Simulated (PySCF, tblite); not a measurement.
# C6H8AlF3: geometry, infrared bands, NMR shifts and electronic excitations

Wanted: the infrared bands, NMR shifts and electronic excitations of C6H8AlF3 (`FC(F)=[C](F)[Al]1[CH2]CC[CH2]1`), by calculation.

Programs: tblite 0.8.0 and PySCF 2.14.0, with density-fitted response routines of our own. Each step states its level of theory. These are calculated values for one molecule in the gas phase, unless marked as measured. Atoms count from 0, in the outputs and in this text.

## (1) Starting geometry

18 atoms, charge 0, multiplicity 1; geometry from: force field or distance geometry start.

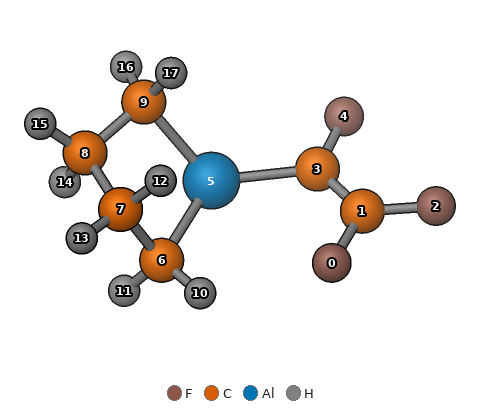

As it starts; fluorine brown, carbon orange, aluminium blue, hydrogen grey, atoms numbered; sticks join atoms by distance.

## (2) Optimising the geometry with GFN2-xTB

Job settings and geometry (Å):

```
{"job": {"kind": "relax", "xc": "GFN2-xTB", "basis": "xTB"}, "charge": 0, "multiplicity": 1}
F      2.677600    -1.277500     0.022900
C      3.175200     0.006200     0.093000
F      4.488600     0.173100     0.414500
C      2.325500     0.998400    -0.147100
F      2.747400     2.284000    -0.074300
Al     0.435000     0.641000    -0.585600
C     -0.344500    -1.187800    -0.887500
C     -1.378900    -1.093800     0.247500
C     -2.081800     0.222900     0.072900
C     -1.122100     1.311900     0.502600
H      0.374600    -1.985800    -0.655300
H     -0.833700    -1.262400    -1.865000
H     -0.840800    -1.058200     1.234100
H     -2.071900    -1.945300     0.260600
H     -2.227400     0.346700    -1.019600
H     -3.054900     0.266700     0.627600
H     -1.439800     2.321000     0.185600
H     -0.836700     1.245000     1.561300
```

Command:

```bash
$ OMP_NUM_THREADS=1 python probes_run.py task.json out
```

One launch serves the whole session: the jobs run in the order shown.

The program printed:

```text
step      E/eV     max force
  0    -873.18668    1.798
  1    -873.36822    1.122
  2    -873.52845    0.971
  3    -873.60557    0.810
  4    -873.67173    0.646
  5    -873.70074    0.635
  6    -873.73951    0.687
  7    -873.76240    0.402
  8    -873.77307    0.247
  9    -873.78196    0.208
 10    -873.79044    0.305
 11    -873.79798    0.236
 12    -873.80445    0.186
 13    -873.81127    0.235
 14    -873.81960    0.287
 15    -873.82897    0.265
 16    -873.83680    0.219
 17    -873.84223    0.154
 18    -873.84683    0.165
 19    -873.85250    0.199
 20    -873.86039    0.266
 21    -873.86906    0.255
 22    -873.87505    0.159
 23    -873.87790    0.125
 24    -873.87991    0.127
 25    -873.88248    0.138
 26    -873.88550    0.161
 27    -873.88830    0.133
 28    -873.89046    0.093
 29    -873.89239    0.107
 30    -873.89411    0.104
 31    -873.89549    0.092
 32    -873.89667    0.072
 33    -873.89787    0.088
 34    -873.89918    0.104
 35    -873.90047    0.101
 36    -873.90164    0.077
 37    -873.90281    0.090
 38    -873.90394    0.104
 39    -873.90497    0.084
 40    -873.90600    0.086
 41    -873.90726    0.091
 42    -873.90878    0.111
 43    -873.91070    0.125
 44    -873.91274    0.116
 45    -873.91482    0.152
 46    -873.91709    0.164
 47    -873.91948    0.114
 48    -873.92139    0.137
 49    -873.92349    0.102
 50    -873.92577    0.131
 51    -873.92819    0.100
 52    -873.92985    0.098
 53    -873.93182    0.092
 54    -873.93392    0.128
 55    -873.93686    0.156
 56    -873.94071    0.169
 57    -873.94536    0.184
 58    -873.94102    0.407
 59    -873.95401    0.188
 60    -873.95804    0.151
 61    -873.96736    0.167
 62    -873.96959    0.154
 63    -873.97382    0.141
 64    -873.97710    0.161
 65    -873.97992    0.180
 66    -873.98253    0.157
 67    -873.98493    0.114
 68    -873.98713    0.111
 69    -873.98859    0.084
 70    -873.98982    0.079
 71    -873.99072    0.061
 72    -873.99168    0.071
 73    -873.99267    0.077
 74    -873.99390    0.083
 75    -873.99533    0.088
 76    -873.99696    0.113
 77    -873.99830    0.136
 78    -874.00014    0.099
 79    -874.00196    0.076
 80    -874.00444    0.101
 81    -874.00617    0.123
 82    -874.00768    0.090
 83    -874.00843    0.081
 84    -874.00911    0.072
 85    -874.00964    0.058
 86    -874.01041    0.042
 87    -874.01070    0.039
 88    -874.01102    0.042
 89    -874.01135    0.052
 90    -874.01200    0.075
 91    -874.01299    0.095
 92    -874.01433    0.100
 93    -874.01574    0.115
 94    -874.01714    0.093
 95    -874.01852    0.136
 96    -874.01990    0.087
 97    -874.02103    0.093
 98    -874.02176    0.054
 99    -874.02213    0.053
100    -874.02247    0.050
101    -874.02284    0.046
102    -874.02323    0.052
103    -874.02366    0.049
104    -874.02412    0.043
105    -874.02458    0.050
106    -874.02509    0.058
107    -874.02571    0.074
108    -874.02644    0.069
109    -874.02710    0.049
110    -874.02749    0.099
111    -874.02781    0.046
112    -874.02811    0.035
113    -874.02846    0.038
114    -874.02884    0.037
115    -874.02916    0.043
116    -874.02939    0.044
117    -874.02958    0.039
118    -874.02972    0.029
119    -874.02986    0.027
120    -874.03004    0.028
121    -874.03022    0.026
122    -874.03037    0.024
123    -874.03049    0.021
124    -874.03058    0.019
125    -874.03066    0.016
126    -874.03073    0.014
127    -874.03077    0.011
128    -874.03080    0.011
129    -874.03083    0.014
130    -874.03086    0.015
131    -874.03091    0.014
132    -874.03097    0.013
133    -874.03102    0.013
134    -874.03105    0.014
135    -874.03107    0.013
136    -874.03110    0.018
137    -874.03114    0.021
138    -874.03119    0.022
139    -874.03125    0.021
140    -874.03133    0.022
141    -874.03142    0.024
142    -874.03152    0.022
143    -874.03160    0.022
144    -874.03167    0.024
145    -874.03175    0.024
146    -874.03186    0.021
147    -874.03198    0.022
148    -874.03210    0.025
149    -874.03220    0.026
150    -874.03228    0.022
151    -874.03236    0.017
152    -874.03241    0.016
153    -874.03245    0.013
154    -874.03248    0.014
155    -874.03251    0.012
156    -874.03253    0.010
157    -874.03254    0.008
```

Wall time 2.3 s (1 thread of Arm Neoverse N1, shared host); peak memory 0.18 GiB.

Along the way: (not every step is listed)

| step | energy from step 0 (eV) | largest force (eV/Å) |
| --- | --- | --- |
| 0 | 0.0000 | 1.7978 |
| 1 | -0.1815 | 1.1222 |
| 2 | -0.3418 | 0.9707 |
| 3 | -0.4189 | 0.8102 |
| 4 | -0.4851 | 0.6455 |
| 5 | -0.5141 | 0.6346 |
| 6 | -0.5528 | 0.6867 |
| 7 | -0.5757 | 0.4018 |
| 8 | -0.5864 | 0.2468 |
| 22 | -0.6884 | 0.1589 |
| 36 | -0.7150 | 0.0770 |
| 50 | -0.7391 | 0.1311 |
| 64 | -0.7904 | 0.1613 |
| 78 | -0.8135 | 0.0991 |
| 92 | -0.8276 | 0.1003 |
| 106 | -0.8384 | 0.0578 |
| 120 | -0.8434 | 0.0281 |
| 134 | -0.8444 | 0.0145 |
| 148 | -0.8454 | 0.0250 |
| 152 | -0.8457 | 0.0156 |
| 153 | -0.8458 | 0.0127 |
| 154 | -0.8458 | 0.0139 |
| 155 | -0.8458 | 0.0124 |
| 156 | -0.8458 | 0.0103 |
| 157 | -0.8459 | 0.0081 |

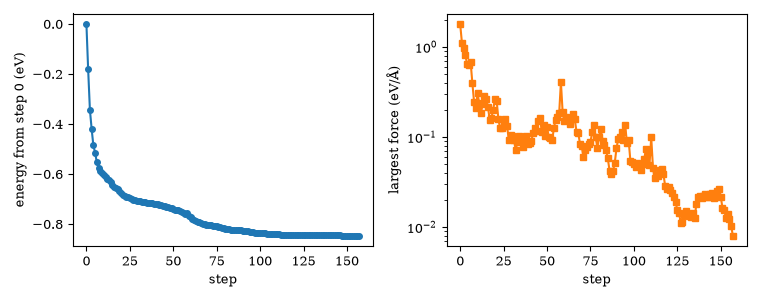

Energy and force, step by step.

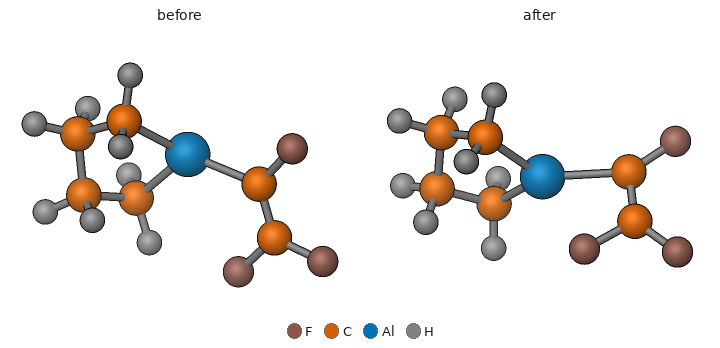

The geometry before (left) and after (right).

Close pairs (by a distance rule), those that changed most:

| bond | before (Å) | after (Å) | change (Å) |
| --- | --- | --- | --- |
| C3–Al5 | 1.973 | 2.037 | +0.064 |
| C1–F2 | 1.362 | 1.319 | -0.043 |
| Al5–C9 | 2.015 | 1.981 | -0.034 |
| C7–C8 | 1.503 | 1.536 | +0.033 |
| C7–H12 | 1.124 | 1.093 | -0.031 |
| C8–C9 | 1.514 | 1.544 | +0.031 |
| Al5–C6 | 2.011 | 1.983 | -0.028 |
| C8–H15 | 1.121 | 1.093 | -0.028 |

The end geometry stands in the next job.

## (3) Harmonic vibrations with GFN2-xTB

Job settings and geometry (Å):

```
{"job": {"kind": "ir", "xc": "GFN2-xTB", "basis": "xTB"}, "charge": 0, "multiplicity": 1}
F      2.346699    -0.315692     1.082567
C      3.101339     0.482929     0.242138
F      4.362394     0.448438     0.628233
C      2.405701     1.075384    -0.718895
F      3.045895     1.875691    -1.591935
Al     0.623513     0.269077    -0.150076
C     -0.289528    -1.345116    -0.850874
C     -1.568502    -1.171992    -0.001263
C     -1.958637     0.308636     0.119920
C     -0.862418     1.114061     0.851125
H      0.118161    -2.349959    -0.708027
H     -0.555384    -1.281448    -1.913436
H     -1.386399    -1.557493     1.005420
H     -2.402876    -1.736315    -0.426375
H     -2.090567     0.712229    -0.888144
H     -2.918817     0.391184     0.636224
H     -1.056846     2.185312     0.746464
H     -0.922485     0.901392     1.925278
```

The program printed:

```text
mode    cm-1     km/mol
  1      37.9      0.70
  2      43.0      0.16
  3      55.7      1.29
  4     100.6      9.50
  5     151.2     10.54
  6     167.8      5.76
  7     209.7      9.08
  8     229.5     12.02
  9     266.4      0.13
 10     337.9      0.88
 11     394.8     74.31
 12     424.9     23.92
 13     437.8     15.21
 14     455.0     14.13
 15     519.8     59.67
 16     579.7      8.62
 17     594.5     46.45
 18     655.4     98.89
 19     686.3    111.78
 20     862.6     10.12
 21     877.0      6.28
 22     898.5      5.27
 23     908.4    101.59
 24     991.2      1.23
 25    1013.8      9.48
 26    1039.9    263.36
 27    1051.9      6.02
 28    1102.8      1.41
 29    1146.4      1.25
 30    1170.9    221.32
 31    1184.7      0.35
 32    1246.1      0.88
 33    1254.9      0.05
 34    1330.9      1.68
 35    1334.9      2.88
 36    1447.0      1.81
 37    1452.2      8.41
 38    1486.4      0.35
 39    1493.9      0.05
 40    1695.2    256.54
 41    2895.8     11.43
 42    2901.9     17.41
 43    2933.8     10.29
 44    2939.3     35.47
 45    2939.9     17.99
 46    2942.5     62.80
 47    2955.3     80.85
 48    2960.0     80.96
```

It took 1.3 s on 1 thread of Arm Neoverse N1, shared host; peak memory 0.18 GiB.

Which atoms move in the most intense modes:

| cm⁻¹ | km/mol | atoms |
| --- | --- | --- |
| 655 | 98.9 | Al5 36 %, C9 21 %, C6 17 % |
| 686 | 111.8 | Al5 26 %, C6 20 %, C9 16 %, H10 12 % |
| 908 | 101.6 | C3 37 %, F2 21 %, F0 18 %, C1 16 % |
| 1040 | 263.4 | C1 52 %, F2 17 % |
| 1171 | 221.3 | C3 60 %, F4 22 %, C1 14 % |
| 1695 | 256.5 | C1 57 %, C3 39 % |
| 2955 | 80.8 | H14 36 %, H15 27 %, H12 23 % |
| 2960 | 81.0 | H12 36 %, H13 34 %, H15 19 % |

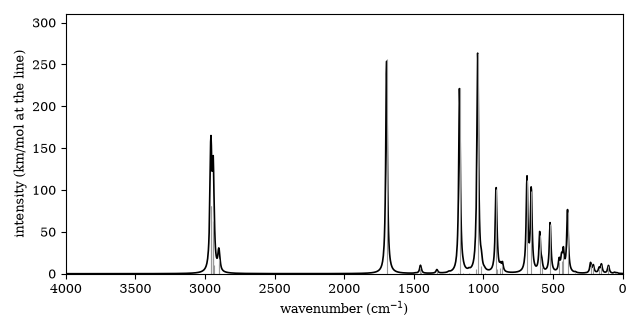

The infrared spectrum from these modes, unscaled. Lines are broadened to a width of 14 cm⁻¹ (Lorentzian).

## (4) Geometry optimisation at PBE0-D3(BJ)/def2-SVP

Job settings and geometry (Å):

```
{"job": {"xc": "PBE0", "basis": "def2-SVP", "d3": "d3bj", "grid": 1, "shake": 0.01, "kind": "geom"}, "charge": 0, "multiplicity": 1}
F      2.367110    -0.341250     1.086750
C      3.095660     0.478400     0.239980
F      4.342190     0.446120     0.619580
C      2.438930     1.077640    -0.722420
F      3.043080     1.869010    -1.602490
Al     0.619600     0.273900    -0.152460
C     -0.279950    -1.347110    -0.850630
C     -1.553040    -1.166540    -0.006320
C     -1.960470     0.314040     0.139270
C     -0.865110     1.111630     0.861150
H      0.109300    -2.352880    -0.699200
H     -0.549580    -1.280530    -1.906730
H     -1.414680    -1.547280     0.995820
H     -2.419560    -1.733550    -0.419370
H     -2.095010     0.701460    -0.887880
H     -2.919340     0.405240     0.643700
H     -1.054910     2.196430     0.744410
H     -0.931740     0.907230     1.931100
```

The program printed:

```text
step   0  E = -774.21789314  max force = 0.028701
step   1  E = -774.22736625  max force = 0.005867
step   2  E = -774.22808325  max force = 0.012816
step   3  E = -774.22933025  max force = 0.009225
step   4  E = -774.23052450  max force = 0.006007
step   5  E = -774.23195017  max force = 0.011220
step   6  E = -774.23235216  max force = 0.003861
step   7  E = -774.23261216  max force = 0.002137
step   8  E = -774.23270623  max force = 0.002061
step   9  E = -774.23277893  max force = 0.001616
step  10  E = -774.23290376  max force = 0.001660
step  11  E = -774.23302334  max force = 0.001944
step  12  E = -774.23075553  max force = 0.021586
step  13  E = -774.23287803  max force = 0.010325
step  14  E = -774.23346331  max force = 0.006839
step  15  E = -774.23370320  max force = 0.002545
step  16  E = -774.23421665  max force = 0.002959
step  17  E = -774.23532777  max force = 0.004942
step  18  E = -774.23644077  max force = 0.007357
step  19  E = -774.23687240  max force = 0.006512
step  20  E = -774.23735976  max force = 0.004881
step  21  E = -774.23747917  max force = 0.003363
step  22  E = -774.23757512  max force = 0.002975
step  23  E = -774.23760218  max force = 0.002070
step  24  E = -774.23765422  max force = 0.001478
step  25  E = -774.23771962  max force = 0.000784
step  26  E = -774.23774314  max force = 0.000962
step  27  E = -774.23774066  max force = 0.001374
step  28  E = -774.23776549  max force = 0.000299
step  29  E = -774.23776739  max force = 0.000130
optimisation converged
```

Wall time 15 min (1 thread of Arm Neoverse N1, shared host); peak memory 0.79 GiB.

Relaxation path: (the energy doesn't fall at every step)

| step | energy from step 0 (eV) | largest force component (eV/Å) |
| --- | --- | --- |
| 0 | 0.0000 | 1.4759 |
| 1 | -0.2578 | 0.3017 |
| 2 | -0.2773 | 0.6590 |
| 3 | -0.3112 | 0.4744 |
| 4 | -0.3437 | 0.3089 |
| 5 | -0.3825 | 0.5770 |
| 6 | -0.3934 | 0.1985 |
| 7 | -0.4005 | 0.1099 |
| 8 | -0.4031 | 0.1060 |
| 9 | -0.4051 | 0.0831 |
| 10 | -0.4085 | 0.0854 |
| 11 | -0.4117 | 0.1000 |
| 12 | -0.3500 | 1.1100 |
| 13 | -0.4078 | 0.5309 |
| 14 | -0.4237 | 0.3517 |
| 15 | -0.4302 | 0.1309 |
| 16 | -0.4442 | 0.1522 |
| 17 | -0.4744 | 0.2541 |
| 18 | -0.5047 | 0.3783 |
| 19 | -0.5165 | 0.3349 |
| 20 | -0.5297 | 0.2510 |
| 21 | -0.5330 | 0.1729 |
| 22 | -0.5356 | 0.1530 |
| 23 | -0.5363 | 0.1064 |
| 24 | -0.5377 | 0.0760 |
| 25 | -0.5395 | 0.0403 |
| 26 | -0.5401 | 0.0495 |
| 27 | -0.5401 | 0.0707 |
| 28 | -0.5408 | 0.0154 |
| 29 | -0.5408 | 0.0067 |

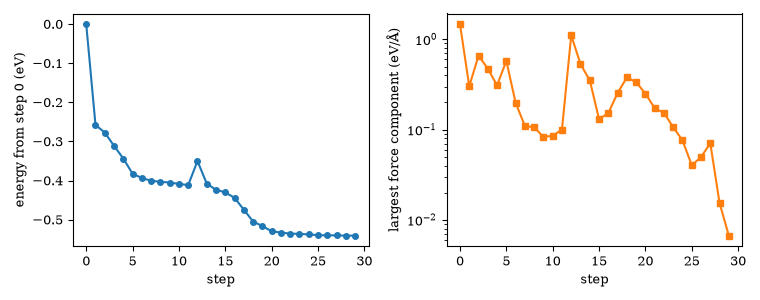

Energy and largest force along the relaxation.

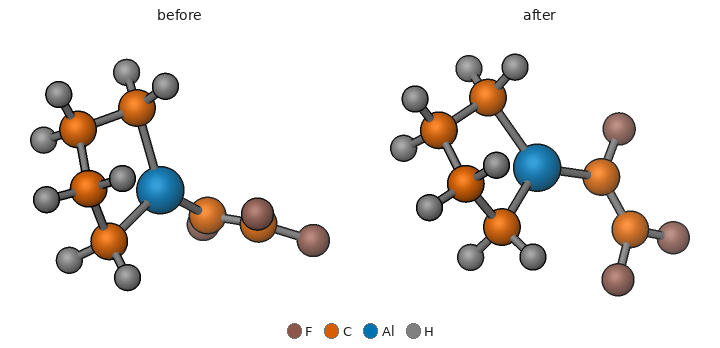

The geometry before (left) and after (right).

Close pairs (by a distance rule), those that changed most:

| bond | before (Å) | after (Å) | change (Å) |
| --- | --- | --- | --- |
| C3–Al5 | 2.069 | 1.959 | -0.110 |
| F0–C1 | 1.386 | 1.312 | -0.074 |
| C1–C3 | 1.310 | 1.342 | +0.032 |
| C7–H12 | 1.081 | 1.106 | +0.025 |
| Al5–C9 | 1.983 | 1.958 | -0.025 |
| C3–F4 | 1.329 | 1.353 | +0.024 |
| Al5–C6 | 1.981 | 1.958 | -0.023 |
| C8–H15 | 1.087 | 1.104 | +0.016 |

The end geometry stands in the next job.

| at the end point | value |
| --- | --- |
| point group (found at 0.08 Å tolerance) | C1 |
| rotational constants (GHz, main isotopes) | 2.296, 0.587, 0.476 |
| dipole moment (D) | 1.21 |

(Part 1 of 2 ends here.)
